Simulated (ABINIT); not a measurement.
# LiCl (Fm-3m): a self-consistent loop beyond G0W0, cycle by cycle

How far does self-consistency move the gap of LiCl (Fm-3m)?

Program: ABINIT 10.8.3. Level of theory: PBE and many-body steps on it, plane waves. Results are calculated unless marked as measured.

## Step 1: Starting point

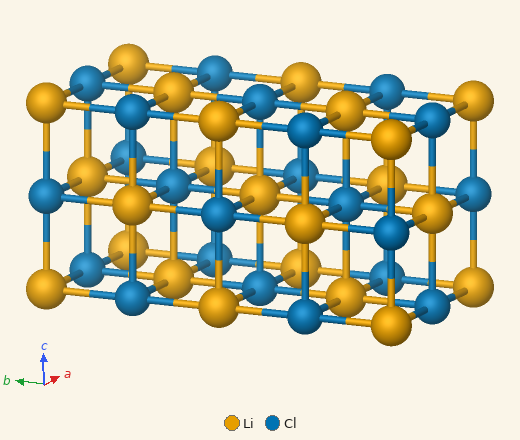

Start, viewed from a free direction; lithium orange, chlorine blue. 1×2×1 cells are drawn. This picture shows the conventional cell, with its axes. Some periodic images of atoms are drawn too.

The cell and positions come from the Crystallography Open Database and are kept as given unless a step says otherwise.

## Step 2: Empty states on the mesh, 4×4×4 mesh, 264 bands

This step: ABINIT 10.8.3; DFT, PBE, plane waves, norm-conserving pseudopotentials.

The sums over transitions need many empty states on a uniform mesh; this step solves for them.

Contents of run.abi:

```
acell 3*1.0 Angstrom
rprim 
  0.000000000000 2.571500000000 2.571500000000
  2.571500000000 0.000000000000 2.571500000000
  2.571500000000 2.571500000000 -0.000000000000
ntypat 2
znucl 3 17
natom 2
typat 1 2
xred 
  0.000000000000 0.000000000000 0.000000000000
  0.500000000000 0.500000000000 0.500000000000
pp_dirpath "pseudos"
pseudos "Li.upf, Cl.upf"
ecut 33
ngkpt 4 4 4
nshiftk 1
shiftk 0 0 0
kptopt 1
chksymbreak 0
irdden 1
istwfk *1
nband 264
prtvol 0
optdriver 6
gwr_task "HDIAGO"
paral_kgb 0
occopt 1
indata_prefix "in"
outdata_prefix "out"
tmpdata_prefix "tmp"
```

Launch:

```bash
$ OMP_NUM_THREADS=1 mpirun -n 4 abinit run.abi > log
```

Output:

```text
.Version 10.8.3 of ABINIT. v10.8.2 released Aug 2026.

 Symmetries : space group Fm -3 m (#225); Bravais cF (face-center cubic)
[... echo of the input left out ...]
== DATASET  1 ==================================================================
-   mpi_nproc: 4, omp_nthreads: 1 (-1 if OMP is not activated)

--- !DatasetInfo
iteration_state: {dtset: 1, }
dimensions: {natom: 2, nkpt: 8, mband: 264, nsppol: 1, nspinor: 1, nspden: 1, mpw: 2120, }
cutoff_energies: {ecut:  33.0, pawecutdg:  -1.0, }
[...]
Direct band gap semiconductor
 Fundamental gap:     6.285 (eV)
   VBM:     0.193 (eV) at k: [ 0.0000E+00,  0.0000E+00,  0.0000E+00]
   CBM:     6.477 (eV) at k: [ 0.0000E+00,  0.0000E+00,  0.0000E+00]
 Direct gap:         6.285 (eV) at k: [ 0.0000E+00,  0.0000E+00,  0.0000E+00]

== END DATASET(S) ==============================================================
================================================================================

 -outvars: echo values of variables after computation  --------
           etotal      0.0000000000E+00
            nband         264
             nkpt           8
          spgroup         225
 [... the other variables as echoed above ...]

 Calculation completed.
```

Run time: 17 s. Hardware: 4 MPI ranks of Arm Neoverse V1, shared host; peak memory 1.2 GiB; 68 s of CPU time.

This step gave:

* gap: 6.285 eV
* k of the valence top: 0, 0, 0
* k of the conduction bottom: 0, 0, 0
* least direct gap: 6.285 eV
* k points computed: 8
* lowest point of the top converged band, above the valence top: 200.1605 eV

On this mesh the gap is 6.285 eV.

The density comes from a self-consistent run that is not shown.

## Step 3: Screening, 4×4×4 mesh, 256 bands, screening to 261.2 eV

The RPA dielectric matrix is built and inverted for each q.

This step: RPA screening on PBE, plane waves, norm-conserving pseudopotentials.

run.abi: that of step 2 with these lines changed.

```diff
@@ -20,10 +20,11 @@
 chksymbreak 0
-irdden 1
 istwfk *1
-nband 264
-prtvol 0
-optdriver 6
-gwr_task "HDIAGO"
-paral_kgb 0
 occopt 1
+irdwfk 1
+optdriver 3
+nband 256
+ecuteps 9.6
+inclvkb 2
+awtr 1
+symchi 1
 indata_prefix "in"
```

Output:

```text
.Version 10.8.3 of ABINIT. v10.8.2 released Aug 2026.

 Symmetries : space group Fm -3 m (#225); Bravais cF (face-center cubic)
[... echo of the input left out ...]
== DATASET  1 ==================================================================
-   mpi_nproc: 4, omp_nthreads: 1 (-1 if OMP is not activated)

--- !DatasetInfo
iteration_state: {dtset: 1, }
dimensions: {natom: 2, nkpt: 8, mband: 256, nsppol: 1, nspinor: 1, nspden: 1, mpw: 2120, }
cutoff_energies: {ecut:  33.0, pawecutdg:  -1.0, }
electrons: {nelect:   1.00000000E+01, charge:   0.00000000E+00, occopt:   1.00000000E+00, tsmear:   1.00000000E-02, }

 SCREENING: Calculation of the susceptibility and dielectric matrices

 Based on a program developped by R.W. Godby, V. Olevano, G. Onida, and L. Reining.
 Incorporated in ABINIT by V. Olevano, G.-M. Rignanese, and M. Torrent.
.Using double precision arithmetic ; gwpc =  8

[... cell and pseudopotentials left out ...]
--------------------------------------------------------------------------------

 ==== K-mesh for the wavefunctions ====
 Number of points in the irreducible wedge :     8
[... list of points left out ...]
 Together with 48 symmetry operations and time-reversal symmetry
 yields    64 points in the full Brillouin Zone.

 ==== Q-mesh for the screening function ====
 Number of points in the irreducible wedge :     8
[... list of points left out ...]
 Together with 48 symmetry operations and time-reversal symmetry
 yields    64 points in the full Brillouin Zone.

 setmesh: FFT mesh size selected  =    27x   27x   27
          total number of points  =        19683

 vcoul_init : cutoff-mode = AUXILIARY_FUNCTION
 q-points for optical limit:   1
     1)      0.000010    0.000020    0.000030

- screening: taking advantage of time-reversal symmetry
- Maximum band index for partially occupied states nbvw = 5
- Remaining bands to be divided among processors   nbcw = 251
- Number of bands treated by each node ~62

 Number of electrons calculated from density =   10.0000; Expected =   10.0000
 average of density, n =  0.043573
 r_s =    1.7629
 omega_plasma =   20.1355 [eV]

 calculating chi0 at frequencies [eV] :
  1    0.000000E+00    0.000000E+00
  2    0.000000E+00    2.013550E+01

--------------------------------------------------------------------------------
  q-point number  1        q = ( 0.000000, 0.000000, 0.000000) [r.l.u.]
--------------------------------------------------------------------------------
[... chi0 elements left out ...]
 For q-point:  0.000010 0.000020 0.000030
  dielectric constant =   2.8368
  dielectric constant without local fields =   3.3398

  Average fulfillment of the sum rule on Im[epsilon] for q-point    1 :     91.76  [%]
[... wings left out ...]
  q-point number  2        q = ( 0.250000, 0.000000, 0.000000) [r.l.u.]
--------------------------------------------------------------------------------
[... chi0 elements left out ...]
  Average fulfillment of the sum rule on Im[epsilon] for q-point    2 :     93.43  [%]

 [... 6 further q-points ...]
```

Elapsed: 34 s, on 4 MPI ranks; peak memory 1.1 GiB.

Numbers from this step:

- ε∞ with local fields, on this mesh, along the program's q direction: 2.837
- the same without local fields: 3.340
- plasma frequency: 20.14 eV
- plane waves in the screening matrix: 331

Local fields lower ε∞ by 15 %. On a Γ-centred mesh this coarse the value itself is usually too large, while a short band sum pulls it down.

## Step 4: G0W0

The self-energy is evaluated for the states that the input lists, and the levels follow from it, in one-shot runs by the linearised quasiparticle equation.

This step: G0W0 on PBE, plane waves, norm-conserving pseudopotentials.

run.abi: that of step 3 with these lines changed.

```diff
@@ -23,8 +23,15 @@
 irdwfk 1
-optdriver 3
+optdriver 4
 nband 256
+gwcalctyp 0
+ecutsigx 33
+symsigma 1
+nkptgw 1
+kptgw 
+  0.0000000000 0.0000000000 0.0000000000
+bdgw 
+  3 9
 ecuteps 9.6
-inclvkb 2
-awtr 1
-symchi 1
+irdscr 1
+ppmodel 1
 indata_prefix "in"
```

Output:

```text
.Version 10.8.3 of ABINIT. v10.8.2 released Aug 2026.

 Symmetries : space group Fm -3 m (#225); Bravais cF (face-center cubic)
[... echo of the input left out ...]
== DATASET  1 ==================================================================
-   mpi_nproc: 4, omp_nthreads: 1 (-1 if OMP is not activated)

--- !DatasetInfo
iteration_state: {dtset: 1, }
dimensions: {natom: 2, nkpt: 8, mband: 256, nsppol: 1, nspinor: 1, nspden: 1, mpw: 2120, }
cutoff_energies: {ecut:  33.0, pawecutdg:  -1.0, }
electrons: {nelect:   1.00000000E+01, charge:   0.00000000E+00, occopt:   1.00000000E+00, tsmear:   1.00000000E-02, }

 SIGMA: Calculation of the GW corrections

 Based on a program developped by R.W. Godby, V. Olevano, G. Onida, and L. Reining.
 Incorporated in ABINIT by V. Olevano, G.-M. Rignanese, and M. Torrent.
.Using double precision arithmetic ; gwpc =  8

[... cell and pseudopotentials left out ...]
--------------------------------------------------------------------------------

 ==== K-mesh for the wavefunctions ====
 Number of points in the irreducible wedge :     8
[... list of points left out ...]
 Together with 48 symmetry operations and time-reversal symmetry
 yields    64 points in the full Brillouin Zone.

 ==== Q-mesh for screening function ====
 Number of points in the irreducible wedge :     8
[... list of points left out ...]
 Together with 48 symmetry operations and time-reversal symmetry
 yields    64 points in the full Brillouin Zone.

 vcoul_init : cutoff-mode = AUXILIARY_FUNCTION
 q-points for optical limit:   1
     1)      0.000010    0.000020    0.000030
 setmesh: FFT mesh size selected  =    36x   36x   36
          total number of points  =        46656

 Number of electrons calculated from density =   10.0000; Expected =   10.0000
 average of density, n =  0.043573
 r_s =    1.7629
 omega_plasma =   20.1355 [eV]

 === KS Band Gaps ===
  >>>> For spin  1
   Minimum direct gap =   6.2845 [eV], located at k-point      :   0.0000  0.0000  0.0000
   Fundamental gap    =   6.2845 [eV], Top of valence bands at :   0.0000  0.0000  0.0000
                                       Bottom of conduction at :   0.0000  0.0000  0.0000
 SIGMA fundamental parameters:
 PLASMON POLE MODEL  1
 number of plane-waves for SigmaX                 2085
 number of plane-waves for SigmaC and W            331
 number of plane-waves for wavefunctions          2085
 number of bands                                   256
 number of independent spin polarizations            1
 number of spinorial components                      1
 number of k-points in IBZ                           8
 number of q-points in IBZ                           8
 number of symmetry operations                      48
 number of k-points in BZ                           64
 number of q-points in BZ                           64
 number of frequencies for dSigma/dE                 9
 frequency step for dSigma/dE [eV]                0.25
 number of omega for Sigma on real axis              0
 max omega for Sigma on real axis  [eV]           0.00
 zcut for avoiding poles [eV]                     0.10

 EPSILON^-1 parameters (SCR file):
 dimension of the eps^-1 matrix on file            331
 dimension of the eps^-1 matrix used               331
 number of plane-waves for wavefunctions          2085
 number of bands                                   256
 number of q-points in IBZ                           8
 number of frequencies                               2
 number of real frequencies                          1
 number of imag frequencies                          1

 matrix elements of self-energy operator (all in [eV])

 Perturbative Calculation

--- !SelfEnergy_ee
iteration_state: {dtset: 1, }
kpoint     : [   0.000,    0.000,    0.000, ]
spin       : 1
KS_gap     :    6.285
QP_gap     :    9.015
Delta_QP_KS:    2.731
data: !SigmaeeData |
     Band     E0 <VxcDFT>   SigX SigC(E0)      Z dSigC/dE  Sig(E)    E-E0       E
        3   0.193 -14.695 -18.988   1.775   0.802  -0.247 -16.714  -2.019  -1.826
        4   0.193 -14.695 -18.988   1.775   0.802  -0.247 -16.714  -2.019  -1.826
        5   0.193 -14.695 -18.988   1.775   0.802  -0.247 -16.714  -2.019  -1.826
        6   6.477  -9.166  -4.665  -3.659   0.846  -0.182  -8.454   0.712   7.189
        7  11.985  -9.604  -4.344  -3.844   0.841  -0.189  -8.413   1.191  13.176
        8  11.985  -9.604  -4.344  -3.844   0.841  -0.189  -8.413   1.191  13.176
        9  11.985  -9.604  -4.344  -3.844   0.841  -0.189  -8.413   1.191  13.176

== END DATASET(S) ==============================================================
================================================================================

 -outvars: echo values of variables after computation  --------
           etotal      0.0000000000E+00
            nband         256
             nkpt           8
          spgroup         225
 [... the other variables as echoed above ...]

 Calculation completed.
```

The job ended after 21 s (4 MPI ranks; peak memory 1.1 GiB; 82 s of CPU time).

This step gave:

| Item | Value |
| --- | --- |
| G0W0 gap on the points computed | 9.015 eV |
| starting gap on the mesh | 6.285 eV |
| k of the valence top | 0, 0, 0 |
| k of the conduction bottom | 0, 0, 0 |
| Z at the valence top | 0.802 |
| Z at the conduction bottom | 0.846 |
| least direct G0W0 gap on the computed points | 9.015 eV |

The gap on the mesh goes from 6.28 eV to 9.02 eV, a correction of +2.73 eV.

## Step 5: evGW0, cycle 1

This step: evGW0 on PBE, plane waves, norm-conserving pseudopotentials.

run.abi: that of step 4 with these lines changed.

```diff
@@ -25,10 +25,24 @@
 nband 256
-gwcalctyp 0
+gwcalctyp 10
 ecutsigx 33
 symsigma 1
-nkptgw 1
+nkptgw 8
 kptgw 
   0.0000000000 0.0000000000 0.0000000000
+  0.2500000000 0.0000000000 0.0000000000
+  0.5000000000 0.0000000000 0.0000000000
+  0.2500000000 0.2500000000 0.0000000000
+  0.5000000000 0.2500000000 0.0000000000
+  -0.2500000000 0.2500000000 0.0000000000
+  0.5000000000 0.5000000000 0.0000000000
+  -0.2500000000 0.5000000000 0.2500000000
 bdgw 
-  3 9
+  1 11
+  1 11
+  1 11
+  1 11
+  1 11
+  1 11
+  1 11
+  1 11
 ecuteps 9.6
```

Output:

```text
.Version 10.8.3 of ABINIT. v10.8.2 released Aug 2026.

 Symmetries : space group Fm -3 m (#225); Bravais cF (face-center cubic)
[... echo of the input left out ...]
== DATASET  1 ==================================================================
-   mpi_nproc: 4, omp_nthreads: 1 (-1 if OMP is not activated)

--- !DatasetInfo
iteration_state: {dtset: 1, }
dimensions: {natom: 2, nkpt: 8, mband: 256, nsppol: 1, nspinor: 1, nspden: 1, mpw: 2120, }
cutoff_energies: {ecut:  33.0, pawecutdg:  -1.0, }
electrons: {nelect:   1.00000000E+01, charge:   0.00000000E+00, occopt:   1.00000000E+00, tsmear:   1.00000000E-02, }

 SIGMA: Calculation of the GW corrections

 Based on a program developped by R.W. Godby, V. Olevano, G. Onida, and L. Reining.
 Incorporated in ABINIT by V. Olevano, G.-M. Rignanese, and M. Torrent.
.Using double precision arithmetic ; gwpc =  8

[... cell and pseudopotentials left out ...]
--------------------------------------------------------------------------------

 ==== K-mesh for the wavefunctions ====
 Number of points in the irreducible wedge :     8
[... list of points left out ...]
 Together with 48 symmetry operations and time-reversal symmetry
 yields    64 points in the full Brillouin Zone.

 ==== Q-mesh for screening function ====
 Number of points in the irreducible wedge :     8
[... list of points left out ...]
 Together with 48 symmetry operations and time-reversal symmetry
 yields    64 points in the full Brillouin Zone.

 vcoul_init : cutoff-mode = AUXILIARY_FUNCTION
 q-points for optical limit:   1
     1)      0.000010    0.000020    0.000030
 setmesh: FFT mesh size selected  =    36x   36x   36
          total number of points  =        46656

 Number of electrons calculated from density =   10.0000; Expected =   10.0000
[...]
QP_gap     :   12.047
Delta_QP_KS:    3.147
data: !SigmaeeData |
     Band     E_DFT   <VxcDFT>   E(N-1)  <Hhartree>   SigX  SigC[E(N-1)]    Z     dSigC/dE  Sig[E(N)]  DeltaE  E(N)_pert E(N)_diago
[...]
--- !SelfEnergy_ee
iteration_state: {dtset: 1, }
kpoint     : [  -0.250,    0.500,    0.250, ]
spin       : 1
KS_gap     :   10.504
QP_gap     :   13.732
Delta_QP_KS:    3.228
data: !SigmaeeData |
     Band     E_DFT   <VxcDFT>   E(N-1)  <Hhartree>   SigX  SigC[E(N-1)]    Z     dSigC/dE  Sig[E(N)]  DeltaE  E(N)_pert E(N)_diago
[...]
10    16.003    -9.496    16.003    25.498    -3.381    -4.704     0.812    -0.232    -8.350     1.145    17.148    17.413
       11    16.003    -9.496    16.003    25.498    -3.381    -4.704     0.812    -0.232    -8.350     1.145    17.148    17.413

 New Fermi energy :        9.174269E-02 Ha ,    2.496446E+00 eV
 New Exchange energy :    -4.366556E+00 Ha ,   -1.188201E+02 eV

 === QP Band Gaps ===
  >>>> For spin  1
   Minimum direct gap =   9.6439 [eV], located at k-point      :   0.0000  0.0000  0.0000
   Fundamental gap    =   9.6439 [eV], Top of valence bands at :   0.0000  0.0000  0.0000
                                       Bottom of conduction at :   0.0000  0.0000  0.0000

 writing QP data on file : out_QPS

 Convergence of QP corrections
 >>>>> For spin  1 <<<<<
.  kptgw no:  1; Maximum DeltaE = (  -7.554   0.024) for band index:  1
.  kptgw no:  2; Maximum DeltaE = (  -7.481   0.025) for band index:  1
.  kptgw no:  3; Maximum DeltaE = (  -7.535   0.010) for band index:  1
[...]
.  kptgw no:  7; Maximum DeltaE = (  -7.531   0.018) for band index:  1
.  kptgw no:  8; Maximum DeltaE = (  -7.517   0.028) for band index:  1

== END DATASET(S) ==============================================================
================================================================================

 -outvars: echo values of variables after computation  --------
           etotal      0.0000000000E+00
            nband         256
             nkpt           8
          spgroup         225
 [... the other variables as echoed above ...]

 Calculation completed.
```

Run time: 9.4 min. Hardware: 4 MPI ranks; peak memory 1.4 GiB; 37 min of CPU time.

This step gave:

```
quasiparticle gap on the mesh                         : 9.644 eV
gap of the density functional on the mesh             : 6.285 eV
k of the valence top                                  : 0, 0, 0
k of the conduction bottom                            : 0, 0, 0
Z at the valence top                                  : 0.802
Z at the conduction bottom                            : 0.846
least direct quasiparticle gap on the computed points : 9.644 eV
```

Against G0W0 in ABINIT (4×4×4 mesh, 256 bands, screening to 261.2 eV, Godby-Needs plasmon pole), the gap moves by +0.629 eV. This first cycle still uses the starting levels; it takes the full correction, at all points of the mesh, and its linearised value is 9.015 eV.

## Step 6: evGW0, cycle 2

The corrected levels of the last cycle go back in.

run.abi: that of step 5 with these lines changed.

```diff
@@ -50,2 +50,3 @@
 ppmodel 1
+irdqps 1
 indata_prefix "in"
```

Output:

```text
.Version 10.8.3 of ABINIT. v10.8.2 released Aug 2026.

 Symmetries : space group Fm -3 m (#225); Bravais cF (face-center cubic)
[... echo of the input left out ...]
== DATASET  1 ==================================================================
-   mpi_nproc: 4, omp_nthreads: 1 (-1 if OMP is not activated)

--- !DatasetInfo
iteration_state: {dtset: 1, }
dimensions: {natom: 2, nkpt: 8, mband: 256, nsppol: 1, nspinor: 1, nspden: 1, mpw: 2120, }
cutoff_energies: {ecut:  33.0, pawecutdg:  -1.0, }
[...]
.  kptgw no:  3; Maximum DeltaE = (   0.368   0.149) for band index:  2
[...]
.  kptgw no:  7; Maximum DeltaE = (  -0.251   0.016) for band index: 11
.  kptgw no:  8; Maximum DeltaE = (  -0.192  -0.007) for band index:  2

== END DATASET(S) ==============================================================
================================================================================

 -outvars: echo values of variables after computation  --------
           etotal      0.0000000000E+00
            nband         256
             nkpt           8
          spgroup         225
 [... the other variables as echoed above ...]

 Calculation completed.
```

Elapsed: 9.4 min, on 4 MPI ranks; peak memory 1.4 GiB; 37 min of CPU time.

This step gave:

| Quantity | Value |
| --- | --- |
| quasiparticle gap on the mesh | 9.435 eV |
| gap of the density functional on the mesh | 6.285 eV |
| k of the valence top | 0, 0, 0 |
| k of the conduction bottom | 0, 0, 0 |
| least direct quasiparticle gap on the computed points | 9.435 eV |

Against the cycle before, the gap moves by −0.209 eV.

(Part 1 of 3 ends here.)

[Paths, hosts, dates, memory and timing lines, banners, echoed tables and standing remarks are left out of the program output.]

[Logs are printed without paths, hosts, clocks, repeated set-up lines and the standing remarks that a program may print on its own settings, such as how far it seeks lower states.]

[Runs of the session that timed out or met a known fault of the program may be left out.]

[Hosts, paths, dates, database ids (printed as entryN), source tags and the programs' standing remarks are cut or masked in the printed files.]

[G0W0 gaps are taken among the corrected bands and points alone; a level outside them can change the order at an edge.]

[Where Ansatz stands beside ABINIT at settings called matched, ABINIT's density can come from a denser mesh and the files from another edition; pairs whose starting gaps differed by over 0.03 eV were left out, so agreement reads better than it is.]
